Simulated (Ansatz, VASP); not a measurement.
# Cross-check of KF (Carobbiite) between VASP and Ansatz

Aim: how closely do two programs agree when they are given the same cell, functional and k mesh?

Main program and level: Ansatz 0.2.0; plane waves, with VASP 6.6.1 beside it; band structure at r2SCAN-EpsX.

## Step 1: The structure

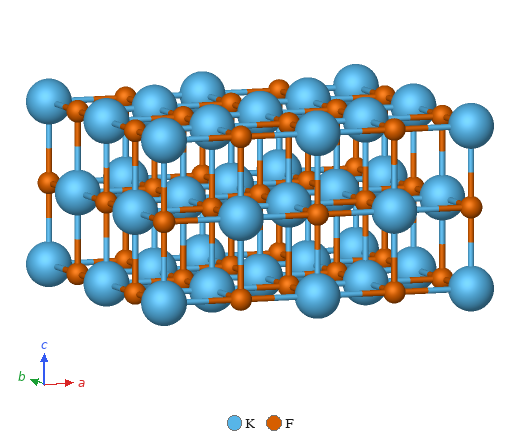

The cell as given, slightly off an axis (potassium blue, fluorine orange). 2×2×1 cells are drawn. This picture shows the conventional cell, with its axes. Some periodic images of atoms are drawn too.

## Step 2: Ansatz: band structure, r2SCAN-EpsX

Ansatz runs on its default PAW (the set named soft_2) files.

The same path points are solved in both programs, so levels can be compared one by one.

input.yaml

```yaml
crystal:
  lattice:
    - [0.0, 2.6735, 2.6735]
    - [2.6735, 0.0, 2.6735]
    - [2.6735, 2.6735, 0.0]
  atoms:
    - { symbol: K, position: [0.0, 0.0, 0.0] }
    - { symbol: F, position: [0.5, 0.5, 0.5] }
hamiltonian:
  xc: { exchange: r2scan, correlation: r2scan, exx: { coeff: 0.495 } }
  pseudopotentials: { kind: paw }
kpoints:
  mp_grid: { grid: [5, 5, 5] }
  band_path:
    path:
      - [0.0, 0.0, 0.0]
      - [0.5, 0.0, 0.5]
      - [0.5, 0.22222, 0.72222]
      - [0.40278, 0.34722, 0.75]
      - [0.125, 0.125, 0.25]
      - [0.27778, 0.27778, 0.27778]
      - [0.55556, 0.38889, 0.55556]
      - [0.58333, 0.25, 0.66667]
      - [0.5, 0.30556, 0.69444]
      - [0.48611, 0.48611, 0.52778]
      - [0.625, 0.25, 0.625]
      - [0.5, 0.0, 0.5]
    npoints: 1
scf:
  occupations: { method: gaussian, width: 0.03 }
  n_extra_bands: 7
output:
  forces: true
  stress: true
  eigenvalues: true
```

Command:

```sh
ansatz run input.yaml --threads 4 --pin off --max-ram 9216MiB --backend cpu --events-out ev --progress --plain --runs-dir out
```

Numbers of over 12 decimals in the logs are rounded to 6 here.

What it wrote:

```text
Warning: output.stress: scf.convergence.dr2_threshold = 1e-7 eV (the SCF's general default) is looser than the 2e-10 eV advised for a printed stress (1e-10 eV for each atom of the cell: 2). What an SCF threshold leaves in a stress goes as its square root, and in the free energy as the threshold itself, and one threshold admits the most on a small cell: [figures from the program's tests cut] Set scf.convergence.dr2_threshold to 2e-10 eV or tighter. The threshold is an SCF's pass mark: one that does not reach it within its budget of iterations ends unconverged, or closes short of it on a stop that the run arms, and scf.convergence.dr2_threshold's page says what that costs each kind of run
Warning: output.stress: scf.exx.energy_threshold = 1e-6 eV is looser than the 2e-8 eV advised for a stress under a hybrid functional (1e-8 eV for each atom of the cell: 2). Every SCF of the exchange loop can meet its threshold on dr2 while the loop round them stops early: no threshold on dr2 bounds what that leaves in the stress. Set scf.exx.energy_threshold to 2e-8 eV or tighter. The threshold is the loop's pass mark: a loop that does not reach it within its budget of cycles ends unconverged, and scf.exx.energy_threshold's page has the law
scf.n_extra_bands = 7 over 8 filled bands (N_el = 16.0): the run solves 15 bands
Engine: ansatz 0.2.0, aarch64-unknown-linux-gnu
Pseudopotentials: kind: paw
Pseudopotential: K, paw, valence charge 9, recommended cutoff 500 eV (meta_gga), K.paw.azcp
Pseudopotential: F, paw, valence charge 7, recommended cutoff 500 eV (meta_gga), F.paw.azcp
Functional definition: unnamed
  parameter a_1 = 0.495
  exchange = (1 - a_1)*r2scan_x + a_1*exact_x
  correlation = r2scan_c
Crystal: 2 atoms, lattice volume = 38.218 Å³
Basis set: ecut = 500 eV, 941 PW (Γ), exchange–correlation on 120×120×120 points (64 copies of the dense FFT grid, shifted against one another)
Bands: 15, of which v1, the nominal top of the filled ones, is band 8 counted from 1 (7 counted from 0)
Symmetry: 48 space group operations
Space group: Fm-3m (ITA 225), of the structure as read, at distance tolerance 3.4e-5 Å
k-points: 10 of 125
Non-local potential: K, projectors of the file, l = 0: 3, l = 1: 2, l = 2: 2
Non-local potential: F, projectors of the file, l = 0: 2, l = 1: 2, l = 2: 1
PAW form: soft (Blöchl's): semilocal exchange-correlation on the pseudo side does not see the compensation charge
PAW frozen core: K, regenerated for the run's functional, and the local potential with it (the file was generated under x = pbe(κ = 0.804, μ = 0.219515), c = pbe(β = 0.066725))
PAW frozen core: F, regenerated for the run's functional, and the local potential with it (the file was generated under x = pbe(κ = 0.804, μ = 0.219515), c = pbe(β = 0.066725))
PAW one-centre angular grid: K, 302 points (default); XC on 160 Gauss nodes
PAW one-centre angular grid: F, 302 points (default); XC on 160 Gauss nodes
Initial density: superposition of atomic densities (neutral atoms: chi_scale 0, normalization atom), corrected by the library's trained network
Initial wavefunctions: pseudopotential atomic-orbital guess
Functional: x = r2scan, c = r2scan; τ floored in thin density (d = 2e-4 eV/Å³), warm-up for x = 0.505 r2scan + 0.495 exact, c = r2scan; τ floored in thin density (d = 2e-4 eV/Å³)
SCF iter   1: F=—  HF=-2355.149806 eV  |F-HF|=—  |Δ(HF+E_count)|=         —  Δρ=6.81e-3  dr2=1.64e-2  dr2_τ=2.56e-2  ethr=1.77e-3  ⟨swp⟩=9.6  Hψ=806  notcnv=0
preconditioner: auto → none  [insulator: Δε(μ)=7.133 eV  Ē_g=20.569 eV  σ=0.030 eV  W_gap=1.00  n_scr=14 (ndim 8)  ℏωp=22.5 eV  f_vac=0.134  D(μ)=0.00/eV (n_scr^D=0)]
SCF iter   2: F=-2355.188576 eV  HF=-2355.190086 eV  |F-HF|=1.51e-3  |Δ(HF+E_count)|=   4.03e-2  Δρ=4.30e-3  dr2=2.22e-3  dr2_τ=6.00e-4  ethr=1.03e-4  ⟨swp⟩=4.3  Hψ=473  notcnv=0  defer=1
SCF 1 stopped early in 2 iterations: F = -2355.188576 eV  dr2 = 2.22e-3
  greatest PAW one-centre occupation: 0.989 electrons in one spin orbital (limit 2), on the K atom at site 0 (counted from 0), in its partial waves of l = 0
Initial density: handed on by an earlier stage of this run
Initial wavefunctions: those handed on with the density
Functional: x = 0.505 r2scan + 0.495 exact, c = r2scan; τ floored in thin density (d = 2e-4 eV/Å³)
Frozen-core exchange: fock
SCF iter   1: F=—  HF=-2354.157987 eV  |F-HF|=—  |Δ(HF+E_count)|=         —  Δρ=8.65e-3  dr2=2.13e-2  dr2_τ=2.33e-3  ethr=1.39e-4  ⟨swp⟩=5.4  Hψ=606  notcnv=0
preconditioner: auto → none  [insulator: Δε(μ)=11.977 eV  Ē_g=26.613 eV  σ=0.030 eV  W_gap=1.00  n_scr=14 (ndim 8)  ℏωp=22.5 eV  f_vac=0.137  D(μ)=0.00/eV (n_scr^D=0)]
SCF iter   2: F=—  HF=-2354.149095 eV  |F-HF|=—  |Δ(HF+E_count)|=   8.89e-3  Δρ=5.19e-3  dr2=6.18e-3  dr2_τ=7.81e-4  ethr=1.21e-4  ⟨swp⟩=3.1  Hψ=353  notcnv=0
SCF iter   3: F=—  HF=-2354.161984 eV  |F-HF|=—  |Δ(HF+E_count)|=   1.29e-2  Δρ=2.66e-3  dr2=3.79e-3  dr2_τ=1.92e-4  ethr=1.67e-5  ⟨swp⟩=3.9  Hψ=409  notcnv=0
iter 4 solved again at ethr=7.22e-8 eV; its pass at ethr=1.67e-5 eV (dr2=1.16e-5 eV) is discarded
SCF iter   4: F=—  HF=-2354.160691 eV  |F-HF|=—  |Δ(HF+E_count)|=   1.29e-3  Δρ=2.38e-4  dr2=1.44e-4  dr2_τ=4.88e-6  ethr=7.22e-8  ⟨swp⟩=3.0  Hψ=602  notcnv=0
Mixer restart at iter 4: flushing history
SCF iter   5: F=—  HF=-2354.161141 eV  |F-HF|=—  |Δ(HF+E_count)|=   4.51e-4  Δρ=5.59e-4  dr2=1.19e-4  dr2_τ=5.90e-6  ethr=7.22e-8  ⟨swp⟩=4.0  Hψ=373  notcnv=0
SCF iter   6: F=-2354.161120 eV  HF=-2354.161121 eV  |F-HF|=8.80e-7  |Δ(HF+E_count)|=   2.01e-5  Δρ=9.93e-5  dr2=3.48e-6  dr2_τ=6.35e-7  ethr=7.22e-8  ⟨swp⟩=4.0  Hψ=309  notcnv=0
SCF 2 stopped early in 6 iterations: F = -2354.161120 eV  dr2 = 3.48e-6
  greatest PAW one-centre occupation: 0.990 electrons in one spin orbital (limit 2), on the K atom at site 0 (counted from 0), in its partial waves of l = 0
hybrid outer 1: dexx = +1.671e-2 eV, tail = 5.01e-5 eV
Frozen-core exchange: fock
SCF iter   1: F=—  HF=-2354.161594 eV  |F-HF|=—  |Δ(HF+E_count)|=         —  Δρ=1.73e-4  dr2=2.24e-6  dr2_τ=1.33e-6  ethr=1.57e-6  ⟨swp⟩=3.3  Hψ=388  notcnv=0
preconditioner: auto → none  [insulator: Δε(μ)=11.836 eV  Ē_g=26.501 eV  σ=0.030 eV  W_gap=1.00  n_scr=14 (ndim 8)  ℏωp=22.5 eV  f_vac=0.156  D(μ)=0.00/eV (n_scr^D=0)]
SCF iter   2: F=—  HF=-2354.161594 eV  |F-HF|=—  |Δ(HF+E_count)|=   2.46e-7  Δρ=7.38e-5  dr2=4.80e-7  dr2_τ=1.48e-7  ethr=1.38e-8  ⟨swp⟩=4.0  Hψ=276  notcnv=0
SCF iter   3: F=—  HF=-2354.161594 eV  |F-HF|=—  |Δ(HF+E_count)|=   8.58e-8  Δρ=1.29e-5  dr2=1.58e-8  dr2_τ=8.29e-9  ethr=2.93e-9  ⟨swp⟩=2.7  Hψ=244  notcnv=0
SCF iter   4: F=—  HF=-2354.161594 eV  |F-HF|=—  |Δ(HF+E_count)|=   1.14e-8  Δρ=6.77e-6  dr2=1.26e-8  dr2_τ=7.40e-10  ethr=7.08e-11  ⟨swp⟩=4.1  Hψ=420  notcnv=0
SCF iter   5: F=-2354.161594 eV  HF=-2354.161594 eV  |F-HF|=3.51e-10  |Δ(HF+E_count)|=   5.56e-9  Δρ=1.45e-6  dr2=4.44e-10  dr2_τ=4.83e-11  ethr=7.08e-11  ⟨swp⟩=3.1  Hψ=277  notcnv=0
SCF 3 converged in 5 iterations: F = -2354.161594 eV  dr2 = 4.44e-10
  Residual-converged pass: ⟨swp⟩=2.3  Hψ=233  notcnv=0  max |occ|·‖R‖ = 1.9e-6 eV (tolerance 2.4e-6 eV)  dr2=4.46e-10  dr2_τ=4.83e-11  dr2_onsite=3.76e-11  max |Δocc| = 0.0e0
hybrid outer 2: dexx = +1.297e-6 eV, tail = 1.07e-7 eV, Δε = 5.29e-3 eV (about 2.84e-4 eV left of the loop's levels)
Frozen-core exchange: fock
SCF iter   1: F=—  HF=-2354.161595 eV  |F-HF|=—  |Δ(HF+E_count)|=         —  Δρ=7.74e-6  dr2=9.49e-9  dr2_τ=3.58e-9  ethr=3.34e-9  ⟨swp⟩=4.0  Hψ=348  notcnv=0
SCF iter   2: F=-2354.161595 eV  HF=-2354.161595 eV  |F-HF|=3.68e-10  |Δ(HF+E_count)|=   1.98e-9  Δρ=3.74e-6  dr2=1.02e-9  dr2_τ=4.13e-10  ethr=5.54e-11  ⟨swp⟩=3.0  Hψ=264  notcnv=0
SCF 4 converged in 2 iterations: F = -2354.161595 eV  dr2 = 1.02e-9
  Residual-converged pass: ⟨swp⟩=2.4  Hψ=236  notcnv=0  max |occ|·‖R‖ = 2.4e-6 eV (tolerance 2.4e-6 eV)  dr2=1.01e-9  dr2_τ=4.11e-10  dr2_onsite=1.34e-10  max |Δocc| = 0.0e0
hybrid outer 3: dexx = +4.473e-9 eV, tail = 3.46e-9 eV, Δε = 3.09e-4 eV (about 6.38e-5 eV left of the loop's levels), ΔF = 1.47e-29 eV/Å (tail 1.27e-29)
NSCF: frozen V_eff on 12 k-points
hybrid SCF converged: 3 outer / 13 inner (+2 warm-up), last move |dexx| = 4.47e-9 eV, tail = 3.46e-9 eV
Stability not checked: this state was not tested for a lower state beside it, because the functional holds exact exchange (a hybrid, or Hartree-Fock), whose exchange loop this test does not read (fock_operator; see scf.lower_state_search)
Free energy (F): -2354.161595 eV
Frozen-core exchange: fock
Harris-Foulkes:  -2354.161595 eV  (|F-HF|=3.68e-10)
Internal energy: -2354.161595 eV  (E = F + TS)
E sigma→0 (E₀):  -2354.161595 eV
Fermi energy:    3.086147 eV
--- Per-component energies (eV) ---
  E_band       = -207.635678
  E_kinetic    = 466.331268
  E_local      = -1115.704885  (includes V_loc(G=0)·N_el)
  E_nonlocal   = 83.227663
  E_hartree    = 404.678673
  E_xc         = -116.582024
  E_vxc        = -157.284881  (∫ρ·V_xc dr)
  E_exx        = -114.209509  (= α·E_x^exact, valence–valence)
  E_paw        = -974.054434  (= ΣΔE_a)
  E_vpaw       = -71.419717  (= ΣTr[D̂ρ^β])
  E_aug_tail   = 0.000989  (compensation charges beyond the density's cutoff)
  E_vtau       = 6.275852  (kinetic-family band-sum trace: ∫τ·v_τ [+ j·A + Jᵃ·Aᵃ] dr)
  E_ewald      = -987.452138
  E_core_change = -0.397194  (= ΣΔE_core)
  E_smearing   = -0.000000  (= −TS)
  E_closure    = -0.000002  (closes the sum)
  Σ components = -2354.161595   (vs F -2354.161595, Δ=4.55e-13)
--- Forces (eV/Å), atoms counted from 1 ---
  atom   1  K     -0.00000000     0.00000000     0.00000000
  atom   2  F      0.00000000    -0.00000000    -0.00000000
  max |Σ_I F_I| component: 3.55e-29 eV/Å
--- Stress (GPa, compression-positive) ---
       -1.349637      -0.000000       0.000000
        0.000000      -1.349637      -0.000000
        0.000000       0.000000      -1.349637
  P = ⅓ Tr σ = -1.3496 GPa (-13.496 kbar)
--- Band table (eV; the first three rows and the last of 10) ---
  k-point 0: bands = [... 4 lower, -12.3354, -2.8319, -2.8319, -2.8319, 9.0041, 14.3339, 14.3339, 14.3339, ... 3 higher]
  k-point 1: bands = [... 4 lower, -12.3451, -3.1298, -2.9596, -2.9596, 10.0758, 13.5743, 14.9193, 14.9193, ... 3 higher]
  k-point 2: bands = [... 4 lower, -12.3604, -3.5508, -3.1604, -3.1604, 11.9351, 13.3586, 15.9023, 15.9023, ... 3 higher]
  k-point 9: bands = [... 4 lower, -12.4240, -3.2650, -3.0691, -2.9431, 12.4875, 13.0497, 15.2181, 17.6621, ... 3 higher]
```

Wall time 16 s (4 threads of Arm Neoverse V2, shared host); peak memory 0.77 GiB; 58 s of CPU time.

The column dr2 measures how far the density is from self-consistency, as an energy; F and HF (Harris–Foulkes) agree once it is small.

## Step 3: VASP: band structure, r2SCAN-EpsX

The same cell, functional, mesh and smearing now go to VASP, with its own data sets and cutoff.

Lines of VASP's logs that name or quote its potential files are left out, and so is its time.

INCAR

```
SYSTEM = KF
PREC = Accurate
ENCUT = 460
EDIFF = 1E-06
NELM = 100
ISMEAR = 0
SIGMA = 0.03
LREAL = .FALSE.
ALGO = Normal
LHFCALC = .TRUE.
AEXX = 0.495
METAGGA = R2SCAN
LASPH = .TRUE.
NBANDS = 14
PRECFOCK = Fast
HFRCUT = -1
LORBIT = 11
LWAVE = .FALSE.
LCHARG = .FALSE.
KPAR = 4
```

POSCAR

```
KF
1.0
    0.0000000000      2.6735000000      2.6735000000
    2.6735000000      0.0000000000      2.6735000000
    2.6735000000      2.6735000000      0.0000000000
K F
1 1
Direct
    0.0000000000      0.0000000000      0.0000000000
    0.5000000000      0.5000000000      0.5000000000
```

KPOINTS

```
Automatic mesh
0
Gamma
5 5 5
0 0 0
```

KPOINTS_OPT

```
Line mode
10
Line-mode
Reciprocal
  0.00000000   0.00000000   0.00000000 GAMMA
  0.50000000   0.00000000   0.50000000 X

  0.50000000   0.00000000   0.50000000 X
  0.50000000   0.25000000   0.75000000 W

  0.50000000   0.25000000   0.75000000 W
  0.37500000   0.37500000   0.75000000 K

  0.37500000   0.37500000   0.75000000 K
  0.00000000   0.00000000   0.00000000 GAMMA

  0.00000000   0.00000000   0.00000000 GAMMA
  0.50000000   0.50000000   0.50000000 L

  0.50000000   0.50000000   0.50000000 L
  0.62500000   0.25000000   0.62500000 U

  0.62500000   0.25000000   0.62500000 U
  0.50000000   0.25000000   0.75000000 W

  0.50000000   0.25000000   0.75000000 W
  0.50000000   0.50000000   0.50000000 L

  0.50000000   0.50000000   0.50000000 L
  0.37500000   0.37500000   0.75000000 K

  0.62500000   0.25000000   0.62500000 U
  0.50000000   0.00000000   0.50000000 X
```

The projector-augmented-wave data sets are K_sv and F (PBE family, release 64).

Command:

```sh
mpirun -np 4 vasp_std
```

What it wrote:

```text
[banner, memory and clock lines left out]
running    4 mpi-ranks, on    1 nodes
 distrk:  each k-point on    1 cores,    4 groups
 distr:  one band on    1 cores,    1 groups

 POSCAR found type information on POSCAR K F
 POSCAR found :  2 types and       2 ions
|                                                                             |
|               ----> ADVICE to this user running VASP <----                  |
|                                                                             |
|     You enforced a specific xc type in the INCAR file but a different       |
|     [... a line on the potential file left out ...]
|     I HOPE YOU KNOW WHAT YOU ARE DOING!                                     |
|                                                                             |

 LDA part: xc-table for (None), standard interpolation
 found WAVECAR, reading the header
 POSCAR, INCAR and KPOINTS ok, starting setup
 FFT: planning ... GRIDC
 FFT: planning ... GRID_SOFT
 FFT: planning ... GRID
 HFRCUT set to (new)   10.447940
 reading WAVECAR
 the WAVECAR file was read successfully
 initial charge from wavefunction
 entering main loop
       N       E                     dE             d eps       ncg     rms          rms(c)
DAV:   1    -0.160883046210E+02   -0.16088E+02   -0.12178E+00   292   0.156E+01    0.373E+00
DAV:   2    -0.160909920901E+02   -0.26875E-02   -0.94752E-02   364   0.324E+00    0.229E+00
DAV:   3    -0.160695179847E+02    0.21474E-01   -0.56409E-02   322   0.193E+00    0.125E+00
DAV:   4    -0.160726096234E+02   -0.30916E-02   -0.11662E-02   304   0.810E-01    0.765E-01
DAV:   5    -0.160717489077E+02    0.86072E-03   -0.55259E-04   358   0.250E-01    0.462E-01
DAV:   6    -0.160713020199E+02    0.44689E-03   -0.11002E-03   316   0.300E-01    0.273E-01
DAV:   7    -0.160713313150E+02   -0.29295E-04   -0.25042E-04   310   0.141E-01    0.166E-01
DAV:   8    -0.160713084122E+02    0.22903E-04   -0.81259E-06   322   0.345E-02    0.985E-02
DAV:   9    -0.160712994290E+02    0.89831E-05   -0.14820E-05   322   0.327E-02    0.567E-02
DAV:  10    -0.160713002725E+02   -0.84353E-06   -0.41746E-06   322   0.169E-02
   1 F= -.16071300E+02 E0= -.16071300E+02  d E =-.124560E-20
 Start KPOINTS_OPT (optional k-point list driver)
k-point batch [1-10\100]
       N       E                     dE             ncg
DAV:   1    -0.116154231704E+04   -0.40073E+04      280
DAV:   2    -0.265378316905E+04   -0.14922E+04      370
DAV:   3    -0.274892021762E+04   -0.95137E+02      316
DAV:   4    -0.275166007042E+04   -0.27399E+01      426
DAV:   5    -0.275171730435E+04   -0.57234E-01      346
DAV:   6    -0.275171833851E+04   -0.10342E-02      420
DAV:   7    -0.275171837272E+04   -0.34219E-04      358
DAV:   8    -0.275171837305E+04   -0.32349E-06      188
[...]
k-point batch [91-100\100]
       N       E                     dE             ncg
DAV:   1    -0.139114739494E+04   -0.72891E+04      280
DAV:   2    -0.269137436691E+04   -0.13002E+04      346
DAV:   3    -0.276175115210E+04   -0.70377E+02      384
DAV:   4    -0.276370899897E+04   -0.19578E+01      422
DAV:   5    -0.276375563217E+04   -0.46633E-01      364
DAV:   6    -0.276375657504E+04   -0.94287E-03      390
DAV:   7    -0.276375659796E+04   -0.22924E-04      358
DAV:   8    -0.276375659836E+04   -0.40122E-06      256
```

[end of part 1 of 2]

[Lines on the potential files, build, host, timing and source positions are cut from VASP's logs without a mark.]

[Logs are printed without paths, hosts, clocks, repeated set-up lines and the standing remarks that a program may print on its own settings, such as how far it seeks lower states.]

[Hosts, paths, dates, database ids (printed as entryN), source tags and the programs' standing remarks are cut or masked in the printed files.]
